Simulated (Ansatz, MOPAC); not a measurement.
Potential energy curve for H₆Al₂O₂, singlet. The O3–H10 bond (O3 also carries Al, Al; H10 carries nothing else) is stretched with both fragments frozen at the PBE0/def2-SVP optimised geometry.

```
10

Al     0.0118    -1.4403    -1.1896
Al     0.0000     1.4396    -1.1901
O      0.0000     0.0000     0.0000
H     -1.3683    -2.2302    -1.1902
H      1.4048    -2.2075    -1.1890
O      0.0014    -0.0007    -2.3797
H      0.0021    -0.0007    -3.3389
H     -1.3866     2.2182    -1.1907
H      1.3866     2.2183    -1.1896
H      0.0000     0.0000     0.9592
```

Methods: UKS-PBE0 = unrestricted PBE0/cc-pVDZ (Ansatz, a quantum-chemistry and plane-wave program); UCCSD = CCSD on UHF/cc-pVDZ, frozen core run with Ansatz; PM6, restricted, heats of formation (MOPAC).

Energies are in kcal/mol, each relative to the lowest point of its own curve near equilibrium.

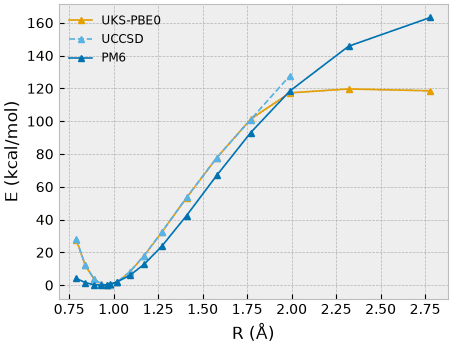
*Energy against bond length for each method.*

| R / Å | UKS-PBE0 | UCCSD | PM6 |
|---|---|---|---|
| 0.79 | 27.7 | 28.2 | 4.1 |
| 0.84 | 12.1 | 12.4 | 1.6 |
| 0.89 | 3.6 | 3.7 | 0.2 |
| 0.93 | 0.6 | 0.6 | 0.0 |
| 0.96 | 0.0 | 0.0 | 0.3 |
| 0.98 | 0.2 | 0.2 | 0.7 |
| 1.02 | 2.0 | 2.0 | 2.0 |
| 1.09 | 8.0 | 8.0 | 5.9 |
| 1.17 | 17.8 | 17.9 | 12.6 |
| 1.27 | 32.2 | 32.3 | 23.7 |
| 1.41 | 53.3 | 53.5 | 42.5 |
| 1.58 | 77.8 | 77.8 | 67.0 |
| 1.77 | 101.2 | 101.0 | 93.0 |
| 1.99 | 117.3 | 127.7 | 118.4 |
| 2.32 | 119.6 | — | 145.7 |
| 2.78 | 118.5 | — | 163.3 |

At the longest distance, 2.78 Å, PM6 lies highest above its minimum (163.3 kcal/mol) and UKS-PBE0 lowest (118.5 kcal/mol).

A dash means that the run gave no value there, or that the column was ended at a point which the program doubted or which failed a test of continuity chosen for this set; such a test can also cut sound points.

The unrestricted determinant behind UKS-PBE0 is spin-contaminated at 1.77 to 2.78 Å (<S²> up to 1.0, against 0.00 for a pure singlet). The unrestricted determinant behind UCCSD is spin-contaminated at 1.58 to 2.78 Å (<S²> up to 1.0, against 0.00 for a pure singlet). The restricted form behind PM6 keeps the bonding electrons paired and can't separate into open-shell fragments.
